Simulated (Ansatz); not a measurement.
# F5HOW: what the fields show

```xyz
8

W    -0.0746   -0.0232   -0.0128
O    -0.2971   -0.0885    1.8074
H    -0.4219   -0.1280    2.7612
F     1.7801   -0.0161    0.1409
F    -0.0775    1.8379   -0.0191
F    -1.9124   -0.0246   -0.3073
F    -0.0534   -1.8795   -0.1471
F     0.1473    0.0407   -1.8563
```

Core potentials replace the inner electrons of W.

The calculation used RKS B3LYP-D4/def2-SVP (Ansatz 0.2.0).

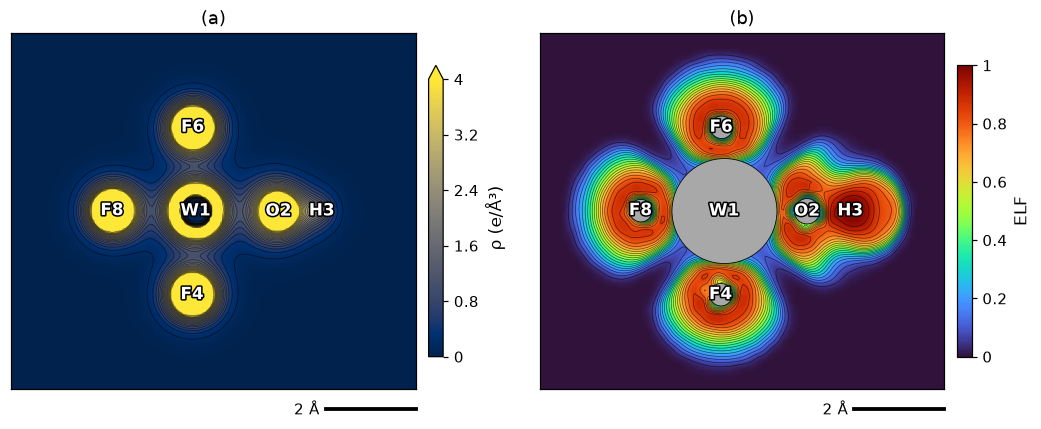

Figure 1. (a) electron density; (b) electron localisation function on the plane of atoms O2, W1 and F6. Grey discs cover the atomic cores in the ELF map.

Q: Describe what can be read from this map.

A:
- The plane passes through W, O, H and F nuclei.
- W–O (1.83 Å): ρ at the midpoint is about 1.2 e/Å³; the ELF peaks at about 0.80 in the valence shell of O, 0.6 Å from its nucleus, and drops to about 0.25 between the two atoms.
- W–F (1.86 Å): ρ at the midpoint is about 1.1 e/Å³; the ELF peaks at about 0.85 in the valence shell of F, 0.5 Å from its nucleus, and drops to about 0.20 between the two atoms.
- O–H (0.96 Å): ρ is about 3.7 e/Å³ halfway; the ELF climbs to about 1 towards the hydrogen, as it does in any bond to H (an ordinary covalent bond to hydrogen).

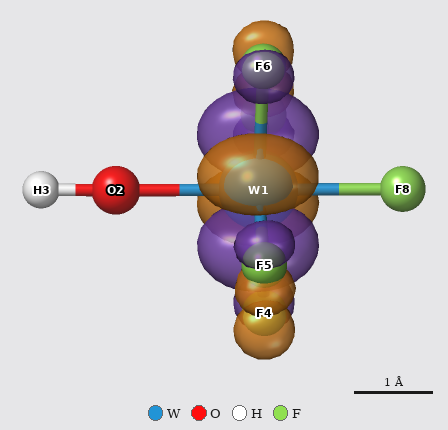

Figure 2. One frontier orbital at ±0.2 Å⁻³ᐟ² (orange and purple are the two phases), seen from one side.

Q: Which orbital is it: HOMO or LUMO?

A: The LUMO, at −4.32 eV. By Hirshfeld shares it lies mainly on W1 (about 65 %), F4 (about 10 %), F5 (about 10 %), F6 (about 10 %) and F7 (about 10 %).
